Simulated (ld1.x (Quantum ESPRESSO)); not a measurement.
**Pseudopotential generation for Ru: PAW, PBEsol**

Task: generate the file, and judge it by its errors in other configurations, its logarithmic derivatives, its ghosts and its cutoff.

Program: ld1.x (Quantum ESPRESSO) 7.5. Reference atom: PBEsol, scalar-relativistic, spherical and spin-unpolarised. All values are calculated.

## Step 1: Settings

Typed settings, in words:

- element: ruthenium (Ru, Z = 44)
- type: PAW
- frozen core: [Kr]
- valence charge: 8
- reference configuration: 4d7 5s0.75 5p0.25
- partial waves: 5s (bound): rcut 2.70, rcutus 3.00 bohr; 5s channel at 1.4 Ry: rcut 2.70, rcutus 3.00 bohr; 5p (bound): rcut 2.70, rcutus 3.15 bohr; 5p channel at 2.15 Ry: rcut 2.70, rcutus 3.15 bohr; 4d (bound): rcut 1.60, rcutus 1.70 bohr; 4d channel at 0.2 Ry: rcut 1.60, rcutus 1.70 bohr
- local potential: all-electron potential smoothed inside 1.65 bohr (lloc = -1)
- core correction: Bessel-smoothed model core inside 1.30 bohr
- augmentation charge: PSQ, inside the norm-conserving radii

The nodes and maxima of the atom's own shells, from an earlier all-electron run, set the scale for the radii.

All-electron outer shells of the reference configuration (PBEsol, scalar-relativistic, ld1.x):

| shell | level (eV) | outermost node (bohr) | outermost maximum (bohr) |
| --- | --- | --- | --- |
| 4s | -76.75 | 0.48 | 0.92 |
| 4p | -46.82 | 0.49 | 0.98 |
| 4d | -5.64 | 0.48 | 1.21 |
| 5s | -4.57 | 1.24 | 2.73 |
| 5p | -1.11 | 1.41 | 3.82 |

## Step 2: Generating the potential

Input file Ru.in:

```
 &input
   title='Ru', zed=44., rel=1, dft='PBESOL', iswitch=3,
   config='[Kr] 4d7 5s0.75 5p0.25',
   nld=3, rlderiv=3.40, eminld=-2.0, emaxld=5.0, deld=0.02
 /
 &inputp
   pseudotype=3, lpaw=.true., tm=.true., lloc=-1, rcloc=1.65,
   nlcc=.true., new_core_ps=.true., rcore=1.30,
   which_augfun='PSQ', rmatch_augfun_nc=.true.,
   file_pseudopw='Ru.UPF', file_wfcaegen='ae.wfc', file_wfcncgen='nc.wfc', file_beta='beta', file_chi='chi', file_wfcusgen='us.wfc'
 /
6
5S  1  0   0.75   0.00  2.70  3.00  0.0
5S  1  0   0.00   1.40  2.70  3.00  0.0
5P  2  1   0.25   0.00  2.70  3.15  0.0
5P  2  1   0.00   2.15  2.70  3.15  0.0
4D  3  2   7.00   0.00  1.60  1.70  0.0
4D  3  2   0.00   0.20  1.60  1.70  0.0
 &test
   configts(1)='4d7 5s0.75 5p0.25'
 /
```

Launch:

```sh
$ ld1.x < Ru.in > Ru.out
```

What the program wrote to Ru.out (without the banner and most projector matrices):

```text
     Program LD1 v.7.5
     --------------------------- All-electron run ----------------------------

     Ru
     scalar relativistic calculation

     atomic number is 44.00
     dft =PBESOL   lsd =0 sic =0 latt =0  beta=0.20 tr2=1.0E-14
     Exchange-correlation= PBESOL
                           (   1   4  10   8   0   0   0)
     mesh =1233 r(mesh) = 101.06970 a.u. xmin = -7.00 dx = 0.01250
     1 Ry =  13.60569312 eV, c = 137.03599908

     n l     nl                  e(Ry)          e(Ha)          e(eV)
     1 0     1S 1( 2.00)     -1611.4536      -805.7268    -21924.9434
     2 0     2S 1( 2.00)      -231.7350      -115.8675     -3152.9157
     2 1     2P 1( 6.00)      -207.5882      -103.7941     -2824.3819
     3 0     3S 1( 2.00)       -40.8147       -20.4073      -555.3120
     3 1     3P 1( 6.00)       -32.8811       -16.4405      -447.3699
     4 0     4S 1( 2.00)        -5.6412        -2.8206       -76.7522
     4 1     4P 1( 6.00)        -3.4413        -1.7207       -46.8214
     3 2     3D 1(10.00)       -20.1055       -10.0528      -273.5498
     4 2     4D 1( 7.00)        -0.4147        -0.2073        -5.6417
     5 0     5S 1( 0.75)        -0.3360        -0.1680        -4.5717
     5 1     5P 1( 0.25)        -0.0817        -0.0408        -1.1115

     final scf error:  9.2E-15 reached in  30 iterations

     Etot =   -9056.807100 Ry,   -4528.403550 Ha, -123224.138079 eV

     Ekin =    9364.915230 Ry,    4682.457615 Ha,  127416.162745 eV
     Encl =  -21851.768252 Ry,  -10925.884126 Ha, -297308.453034 eV
     Eh   =    3692.068911 Ry,    1846.034455 Ha,   50233.156592 eV
     Exc  =    -262.022989 Ry,    -131.011495 Ha,   -3565.004381 eV

     normalization and overlap integrals

     s(1S/1S) =  1.000000  <r> =   0.0334  <r2> =    0.0015  r(max) =   0.0216
     s(2S/2S) =  1.000000  <r> =   0.1457  <r2> =    0.0250  r(max) =   0.1229
     s(2P/2P) =  1.000000  <r> =   0.1270  <r2> =    0.0197  r(max) =   0.0981
     s(3S/3S) =  1.000000  <r> =   0.4030  <r2> =    0.1859  r(max) =   0.3600
     s(3P/3P) =  1.000000  <r> =   0.4032  <r2> =    0.1891  r(max) =   0.3555
     s(4S/4S) =  1.000000  <r> =   1.0187  <r2> =    1.1770  r(max) =   0.9193
     s(4P/4P) =  1.000000  <r> =   1.1285  <r2> =    1.4622  r(max) =   0.9785
     s(3D/3D) =  1.000000  <r> =   0.3843  <r2> =    0.1768  r(max) =   0.3022
     s(4D/4D) =  1.000000  <r> =   1.6950  <r2> =    3.5979  r(max) =   1.2102
     s(5S/5S) =  1.000000  <r> =   3.3345  <r2> =   12.8712  r(max) =   2.7273
     s(5P/5P) =  1.000000  <r> =   5.2273  <r2> =   33.0558  r(max) =   3.8221

     ------------------------ End of All-electron run ------------------------

     --------------------- Generating PAW atomic setup --------------------

      Generating local potential from pseudized AE potential:
      Matching radius rcloc =   1.6500

      Local pseudo, rcloc= 1.634 Estimated cut-off energy=     9.45 Ry

      Computing core charge for nlcc:

       r > 1.30 : true rho core
      Core charge pseudized with two Bessel functions
      Integrated core pseudo-charge :  12.14
      Wfc-us  5S rcutus= 2.977  Estimated cut-off energy=     5.16 Ry
      Wfc-us  5S rcutus= 2.977  Estimated cut-off energy=     9.58 Ry
      Wfc-us  5P rcutus= 3.129  Estimated cut-off energy=     7.40 Ry
      Wfc-us  5P rcutus= 3.129  Estimated cut-off energy=    13.44 Ry
      Wfc-us  4D rcutus= 1.717  Estimated cut-off energy=    38.84 Ry
      Wfc-us  4D rcutus= 1.717  Estimated cut-off energy=    41.25 Ry

     Required augmentation: PSQ   radius:    3.150000

     Q pseudized with Bessel functions
     Expected ecutrho=     165.8591 due to l1=  2   l2=  2

     Estimated PAW energy = -284.391173 Ryd

     The PAW screened D coefficients
     1.33775     1.47746     0.00000     0.00000     0.00000     0.00000
     1.47746     1.69683     0.00000     0.00000     0.00000     0.00000
     0.00000     0.00000     0.15179     0.32405     0.00000     0.00000
     0.00000     0.00000     0.32405     0.78208     0.00000     0.00000
     0.00000     0.00000     0.00000     0.00000    -0.39379    -0.25815
     0.00000     0.00000     0.00000     0.00000    -0.25815    -0.16611

     The PAW descreened D coefficients (US)
     0.45271     0.22806     0.00000     0.00000     0.00000     0.00000
     0.22806     0.28683     0.00000     0.00000     0.00000     0.00000
     0.00000     0.00000     0.20562     0.22104     0.00000     0.00000
     0.00000     0.00000     0.22104     0.20693     0.00000     0.00000
     0.00000     0.00000     0.00000     0.00000     0.91692     0.66174
     0.00000     0.00000     0.00000     0.00000     0.66174     0.48420

     ------------------- End of pseudopotential generation -------------------

     [... the all-electron block is printed once more ...]


     Computing logarithmic derivative in   3.39424
     Computing logarithmic derivative in   3.39424
     Computing the partial wave expansion
     R is outside the sphere for l=    0 j= 0.00
     R is outside the sphere for l=    0 j= 0.00
     R is outside the sphere for l=    1 j= 0.00
     R is outside the sphere for l=    1 j= 0.00
     R is outside the sphere for l=    2 j= 0.00
     R is outside the sphere for l=    2 j= 0.00

     ---------------------- Testing the pseudopotential ----------------------

     Ru
     scalar relativistic calculation

     atomic number is 44.00   valence charge is  8.00
     dft = SLA  PW   PSX  PSC   lsd =0 sic =0 latt =0  beta=0.20 tr2=1.0E-14
     mesh =1233 r(mesh) = 101.06970 xmin = -7.00 dx = 0.01250

     n l     nl             e AE (Ry)        e PS (Ry)    De AE-PS (Ry)
     3 2     4D   1( 7.00)       -0.41465       -0.41466        0.00000
     1 0     5S   1( 0.75)       -0.33601       -0.33601        0.00000
     2 1     5P   1( 0.25)       -0.08169       -0.08169        0.00000

     eps = 4.9E-17  iter =  4

     Etot =   -9056.807100 Ry,   -4528.403550 Ha, -123224.138079 eV
     Etotps =  -284.391188 Ry,    -142.195594 Ha,   -3869.339234 eV

     Ekin =      77.774690 Ry,      38.887345 Ha,    1058.178567 eV
     Encl =    -131.280566 Ry,     -65.640283 Ha,   -1786.163090 eV
     Ehrt =      31.137670 Ry,      15.568835 Ha,     423.649576 eV
     Ecxc =    -262.022982 Ry,    -131.011491 Ha,   -3565.004287 eV
     (Ecc =     -20.275718 Ry,     -10.137859 Ha,    -275.865196 eV)

     ---------------------- End of pseudopotential test ----------------------
```

It took 3 s on 1 thread of Neoverse-V1, shared host. This counts the later configuration tests of the new file too.

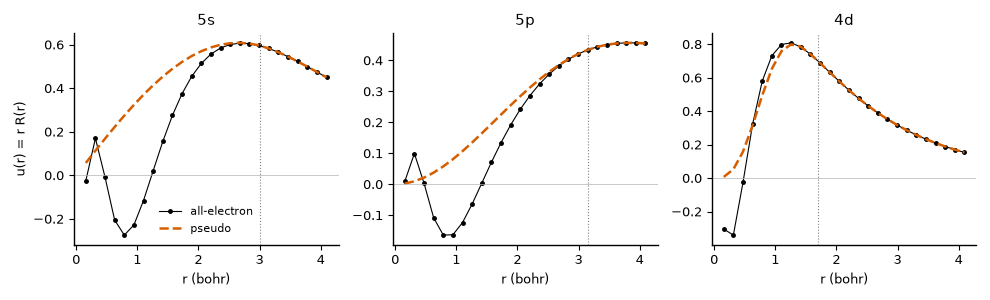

Bound waves of the atom and their pseudo partners (5s, 5p, 4d), with the matching radii dotted. The curves join 26 sampled radii, too few to resolve the innermost nodes.

(Part 1 of 2 ends here.)
